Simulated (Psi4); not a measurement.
## Run report: CH6Al (charge −1), single-point calculation

The run: single-point calculation of CH6Al, charge −1, SMILES [H][Al-]([H])([H])[CH3]. Method and program: MP2/def2-TZVPD, RHF (Psi4 1.11).

The geometry comes from this level: GFN2-xTB.

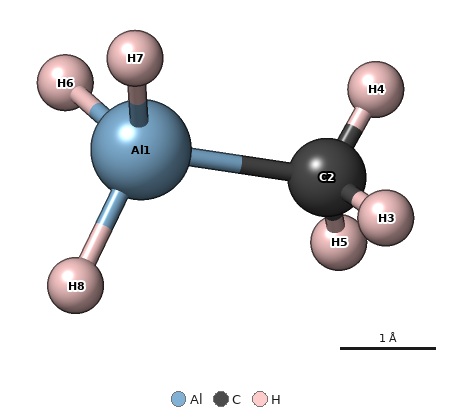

The structure (ball-and-stick view, seen at a tilt; atoms are numbered from 1 in the order of the input). Sticks mark near contacts.

## Summary

| quantity | value |
| --- | --- |
| outcome | converged |
| total energy | −283.593388 hartree |
| SCF energy | −283.301941 hartree |
| MP2 energy | −283.593388 hartree |
| correlation energy | −0.291448 hartree |
| basis functions | 134 |
| HOMO of the SCF reference | −5.35 eV |
| LUMO of the SCF reference | 4.94 eV |
| hardware | 1 thread of Intel Xeon (Granite Rapids), 128 GiB of memory available, shared host |
| wall time | 7.8 s |
| peak memory | 0.25 GiB |

## Input (ch6al.dat)
```
memory 1600 MB

molecule geom {
  -1 1
  Al    -0.00553690     0.00610382    -1.86440379
  C      0.00238105    -0.00784236     2.00807967
  H     -1.89503626     0.11389379     2.84870544
  H      1.06521972     1.57597490     2.83800959
  H      0.85054683    -1.71817679     2.83298292
  H      2.88912668    -0.02825141    -2.89145105
  H     -1.41814497     2.53599356    -2.87393328
  H     -1.48853727    -2.47769551    -2.89798950
  units bohr
  symmetry c1
}

set puream true
set scf_type direct
set num_frozen_docc 6
set ints_tolerance 1e-10
set maxiter 60

energy("mp2/def2-TZVPD")
print_variables()
```

Launch command:
```bash
psi4 -n 1 ch6al.dat ch6al.out
```

## The program's output
```
Psi4 1.11 release

   => Loading Basis Set <=

    Name: DEF2-TZVPD
    Role: ORBITAL
    Keyword: BASIS

         ---------------------------------------------------------
                                   SCF
                              RHF Reference
                        1 Threads,   1525 MiB Core
         ---------------------------------------------------------

  ==> Geometry <==

    Molecular point group: c1
    Full point group: C1

    Geometry (in Bohr), charge = -1, multiplicity = 1:

       Center              X                  Y                   Z               Mass
    ------------   -----------------  -----------------  -----------------  -----------------
         AL          -0.002924733533     0.004497408577    -1.279167030986    26.981538530000
         C            0.004993216467    -0.009448771423     2.593316429014    12.000000000000
         H           -1.892424093533     0.112287378577     3.433942199014     1.007825032230
         H            1.067831886467     1.574368488577     3.423246349014     1.007825032230
         H            0.853158996467    -1.719783201423     3.418219679014     1.007825032230
         H            2.891738846467    -0.029857821423    -2.306214290986     1.007825032230
         H           -1.415532803533     2.534387148577    -2.288696520986     1.007825032230
         H           -1.485925103533    -2.479301921423    -2.312752740986     1.007825032230

  Running in c1 symmetry.

  Rotational constants: A =      1.65727  B =      0.30950  C =      0.30946 [cm^-1]
  Rotational constants: A =  49683.62849  B =   9278.60643  C =   9277.45186 [MHz]
  Nuclear repulsion =   55.212214564864695

  Charge       = -1
  Multiplicity = 1
  Electrons    = 26
  Nalpha       = 13
  Nbeta        = 13

  ==> Algorithm <==

  SCF Algorithm Type is DIRECT.
  DIIS enabled.
  MOM disabled.
  Fractional occupation disabled.
  Guess Type is SAD.
  Energy threshold   = 1.00e-08
  Density threshold  = 1.00e-08
  Integral threshold = 1.00e-10

  ==> Primary Basis <==

  Basis Set: DEF2-TZVPD
    Blend: DEF2-TZVPD
    Number of shells: 58
    Number of basis functions: 134
    Number of Cartesian functions: 146
    Spherical Harmonics?: true
    Max angular momentum: 3

   => Loading Basis Set <=

    Name: (DEF2-TZVPD AUX)
    Role: JKFIT
    Keyword: DF_BASIS_SCF

  Starting with a DF guess...

  ==> Integral Setup <==

  DFHelper Memory: AOs need 0.046 GiB; user supplied 1.118 GiB.
  SCF_SUBTYPE=INCORE selected. In-core MEM_DF algorithm will be used.
  Using in-core AOs.

  ==> MemDFJK: Density-Fitted J/K Matrices <==

    J tasked:                   Yes
    K tasked:                   Yes
    wK tasked:                   No
    Memory [MiB]:              1144
    Algorithm:                 Core
    Schwarz Cutoff:           1E-10
    Mask sparsity (%):       0.5903
    Fitting Condition:        1E-10

   => Auxiliary Basis Set <=

  Basis Set: (DEF2-TZVPD AUX)
    Blend: DEF2-UNIVERSAL-JKFIT
    Number of shells: 99
    Number of basis functions: 311
    Number of Cartesian functions: 364
    Spherical Harmonics?: true
    Max angular momentum: 4

  Minimum eigenvalue in the overlap matrix is 3.4480369543E-05.
  Reciprocal condition number of the overlap matrix is 3.6118097994E-06.
    Using symmetric orthogonalization.

  ==> Pre-Iterations <==

  SCF Guess: Superposition of Atomic Densities via on-the-fly atomic UHF (no occupation information).

   -------------------------
    Irrep   Nso     Nmo
   -------------------------
     A        134     134
   -------------------------
    Total     134     134
   -------------------------

  ==> Iterations <==

                           Total Energy        Delta E     RMS |[F,P]|

   @DF-RHF iter SAD:  -282.35311420501938   -2.82353e+02   0.00000e+00
   @DF-RHF iter   1:  -283.17796943683049   -8.24855e-01   3.36712e-03 DIIS/ADIIS
   @DF-RHF iter   2:  -283.27547919042138   -9.75098e-02   1.62857e-03 DIIS/ADIIS
   @DF-RHF iter   3:  -283.30069381585031   -2.52146e-02   2.16540e-04 DIIS/ADIIS
   @DF-RHF iter   4:  -283.30187630396557   -1.18249e-03   5.78661e-05 DIIS
   @DF-RHF iter   5:  -283.30194677679606   -7.04728e-05   1.30908e-05 DIIS
   @DF-RHF iter   6:  -283.30195187814974   -5.10135e-06   2.62873e-06 DIIS
   @DF-RHF iter   7:  -283.30195215674945   -2.78600e-07   6.26150e-07 DIIS
   @DF-RHF iter   8:  -283.30195216977057   -1.30211e-08   1.23789e-07 DIIS
   @DF-RHF iter   9:  -283.30195217030223   -5.31656e-10   2.70454e-08 DIIS
   @DF-RHF iter  10:  -283.30195217032974   -2.75122e-11   4.70321e-09 DIIS

  DF guess converged.

  ==> DirectJK: Integral-Direct J/K Matrices <==

    J tasked:                  Yes
    K tasked:                  Yes
    wK tasked:                  No
    Integrals threads:           1
    Screening Type:           CSAM
    Screening Cutoff:        1E-10
    Incremental Fock:           No

   @RHF iter  11:  -283.30194070640164   -2.83302e+02   4.93168e-06 DIIS
   @RHF iter  12:  -283.30194088159698   -1.75195e-07   6.49687e-07 DIIS
   @RHF iter  13:  -283.30194088605452   -4.45755e-09   5.56012e-08 DIIS
   @RHF iter  14:  -283.30194088611171   -5.71845e-11   1.79837e-08 DIIS
   @RHF iter  15:  -283.30194088611540   -3.69482e-12   3.46338e-09 DIIS
  Energy and wave function converged.

  ==> Post-Iterations <==

    Orbital Energies [Eh]
    ---------------------

    Doubly Occupied:

       1A    -58.211543     2A    -11.004752     3A     -4.627606
       4A     -2.942722     5A     -2.942715     6A     -2.942248
       7A     -0.725002     8A     -0.351938     9A     -0.347082
      10A     -0.346873    11A     -0.197381    12A     -0.197238
      13A     -0.196762

    Virtual:

      14A      0.181705    15A      0.205967    16A      0.245464
      17A      0.245487    18A      0.259943    19A      0.259975
      20A      0.260257    21A      0.290515    22A      0.290580
      23A      0.338646    24A      0.338735    25A      0.346837
      26A      0.388757    27A      0.392678    28A      0.392869
      29A      0.400233    30A      0.434507    31A      0.434596
      32A      0.459797    33A      0.473343    34A      0.478906
      35A      0.478924    36A      0.486742    37A      0.506580
      38A      0.506602    39A      0.540627    40A      0.554008
      41A      0.566041    42A      0.566058    43A      0.600437
      44A      0.600601    45A      0.612114    46A      0.612396
      47A      0.612448    48A      0.614915    49A      0.663718
      50A      0.665112    51A      0.665137    52A      0.717652
      53A      0.719014    54A      0.719191    55A      0.754550
      56A      0.754768    57A      0.803342    58A      0.824357
      59A      0.824460    60A      0.884113    61A      0.889861
      62A      0.890427    63A      0.974898    64A      0.988531
      65A      0.996552    66A      0.996692    67A      1.056122
      68A      1.056200    69A      1.102405    70A      1.201304
      71A      1.201421    72A      1.214911    73A      1.255172
      74A      1.329390    75A      1.329525    76A      1.401369
      77A      1.401648    78A      1.419136    79A      1.419571
      80A      1.419769    81A      1.491757    82A      1.504060
      83A      1.504435    84A      1.611126    85A      1.611432
      86A      1.643116    87A      2.086349    88A      2.201596
      89A      2.202095    90A      2.236177    91A      2.288989
      92A      2.289334    93A      2.373320    94A      2.392403
      95A      2.392943    96A      2.457173    97A      2.482820
      98A      2.529456    99A      2.529707   100A      2.600305
     101A      2.629229   102A      2.659810   103A      2.661013
     104A      2.792907   105A      2.795222   106A      2.796862
     107A      2.946392   108A      2.946706   109A      3.042631
     110A      3.043127   111A      3.080005   112A      3.165713
     113A      3.165943   114A      3.417032   115A      3.460963
     116A      3.461463   117A      3.480078   118A      3.674041
     119A      3.749755   120A      3.750256   121A      3.806756
     122A      3.807382   123A      3.815908   124A      4.070949
     125A      4.185660   126A      4.185842   127A      4.922213
     128A      4.923169   129A      4.986268   130A      8.545120
     131A     10.388429   132A     10.388573   133A     10.490375
     134A     23.575792

    Final Occupation by Irrep:
              A
    DOCC [    13 ]
    NA   [    13 ]
    NB   [    13 ]

  @RHF Final Energy:  -283.30194088611540

   => Energetics <=

    Nuclear Repulsion Energy =             55.2122145648646949
    One-Electron Energy =                -506.9605874712186733
    Two-Electron Energy =                 168.4464320202386034
    Total Energy =                       -283.3019408861154034

Computation Completed

Properties will be evaluated at   0.000000,   0.000000,   0.000000 [a0]

Properties computed using the SCF density matrix

 Multipole Moments:

 ------------------------------------------------------------------------------------
     Multipole            Electronic (a.u.)      Nuclear  (a.u.)        Total (a.u.)
 ------------------------------------------------------------------------------------

 L = 1.  Multiply by 2.5417464519 to convert [e a0] to [Debye]
 Dipole X            :         -0.0105472            0.0107855            0.0002383
 Dipole Y            :          0.0030451           -0.0061262           -0.0030812
 Dipole Z            :         -1.1512470            2.2984718            1.1472248
 Magnitude           :                                                    1.1472290

 ------------------------------------------------------------------------------------

	total time  =          6 seconds =       0.10 minutes

  //>>>>>>>>>>>>>>>>>>>>>>>>>>>>>>>>>>>//
  //               DFMP2               //
  //<<<<<<<<<<<<<<<<<<<<<<<<<<<<<<<<<<<//

   => Loading Basis Set <=

    Name: (DEF2-TZVPD AUX)
    Role: RIFIT
    Keyword: DF_BASIS_MP2

	 --------------------------------------------------------
	                          DF-MP2
	      2nd-Order Density-Fitted Moller-Plesset Theory
	              RMP2 Wavefunction,   1 Threads

	 --------------------------------------------------------

   => Auxiliary Basis Set <=

  Basis Set: (DEF2-TZVPD AUX)
    Blend: DEF2-TZVPD-RI
    Number of shells: 119
    Number of basis functions: 365
    Number of Cartesian functions: 437
    Spherical Harmonics?: true
    Max angular momentum: 4

	 --------------------------------------------------------
	                 NBF =   134, NAUX =   365
	 --------------------------------------------------------
	   CLASS    FOCC     OCC    AOCC    AVIR     VIR    FVIR
	   PAIRS       6      13       7     121     121       0
	 --------------------------------------------------------

	-----------------------------------------------------------
	 ==================> DF-MP2 Energies <====================
	-----------------------------------------------------------
	 Reference Energy          =    -283.3019408861154034 [Eh]
	 Singles Energy            =      -0.0000000000000000 [Eh]
	 Same-Spin Energy          =      -0.0498446908184622 [Eh]
	 Opposite-Spin Energy      =      -0.2416028851521648 [Eh]
	 Correlation Energy        =      -0.2914475759706270 [Eh]
	 Total Energy              =    -283.5933884620860113 [Eh]
	-----------------------------------------------------------
	 ================> DF-SCS-MP2 Energies <==================
	-----------------------------------------------------------
	 SCS Same-Spin Scale       =       0.3333333333333333 [-]
	 SCS Opposite-Spin Scale   =       1.2000000000000000 [-]
	 SCS Same-Spin Energy      =      -0.0166148969394874 [Eh]
	 SCS Opposite-Spin Energy  =      -0.2899234621825977 [Eh]
	 SCS Correlation Energy    =      -0.3065383591220851 [Eh]
	 SCS Total Energy          =    -283.6084792452375041 [Eh]
	-----------------------------------------------------------

	total time  =          0 seconds =       0.00 minutes

  Variable Map:
  ----------------------------------------------------------------------------
  "CURRENT CORRELATION ENERGY"           =>      -0.291447575971
  "CURRENT ENERGY"                       =>    -283.593388462086
  "CURRENT REFERENCE ENERGY"             =>    -283.301940886115
  "CUSTOM SCS-MP2 CORRELATION ENERGY"    =>      -0.306538359122
  "CUSTOM SCS-MP2 TOTAL ENERGY"          =>    -283.608479245238
  "DD SOLVATION ENERGY"                  =>       0.000000000000
  "HF KINETIC ENERGY"                    =>     283.311261853336
  "HF POTENTIAL ENERGY"                  =>    -566.613202739452
  "HF TOTAL ENERGY"                      =>    -283.301940886115
  "HF VIRIAL RATIO"                      =>       1.999967099906
  "MP2 CORRELATION ENERGY"               =>      -0.291447575971
  "MP2 DOUBLES ENERGY"                   =>      -0.291447575971
  "MP2 OPPOSITE-SPIN CORRELATION ENERGY" =>      -0.241602885152
  "MP2 SAME-SPIN CORRELATION ENERGY"     =>      -0.049844690818
  "MP2 SINGLES ENERGY"                   =>      -0.000000000000
  "MP2 TOTAL ENERGY"                     =>    -283.593388462086
  "NUCLEAR REPULSION ENERGY"             =>      55.212214564865
  "ONE-ELECTRON ENERGY"                  =>    -506.960587471219
  "PCM POLARIZATION ENERGY"              =>       0.000000000000
  "PE ENERGY"                            =>       0.000000000000
  "SCF ITERATION ENERGY"                 =>    -283.301940886115
  "SCF ITERATIONS"                       =>      15.000000000000
  "SCF TOTAL ENERGY"                     =>    -283.301940886115
  "SCS-MP2 CORRELATION ENERGY"           =>      -0.306538359122
  "SCS-MP2 TOTAL ENERGY"                 =>    -283.608479245238
  "TWO-ELECTRON ENERGY"                  =>     168.446432020239

  Array Variable Map:
  ----------------------------------------------------------------------------
  "CURRENT DIPOLE"                       =>       0.000238260773 ... 1.147224814847 1 by 3
  "SCF DIPOLE"                           =>       0.000238260773 ... 1.147224814847 1 by 3
  "SCF TOTAL ENERGIES"                   =>    -283.301940706402 ... -283.301940886115 1 by 5

    Psi4 run time: 0:00:06.75
```

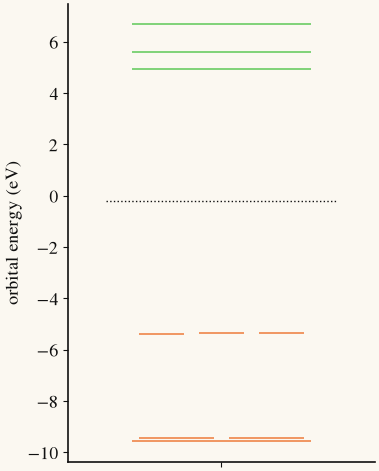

Orbital energies near the frontier (SCF reference); the dotted line parts filled from empty levels, and levels within 0.02 eV of each other stand side by side. Highest filled −5.35 eV, lowest empty 4.94 eV, 10.29 eV apart.
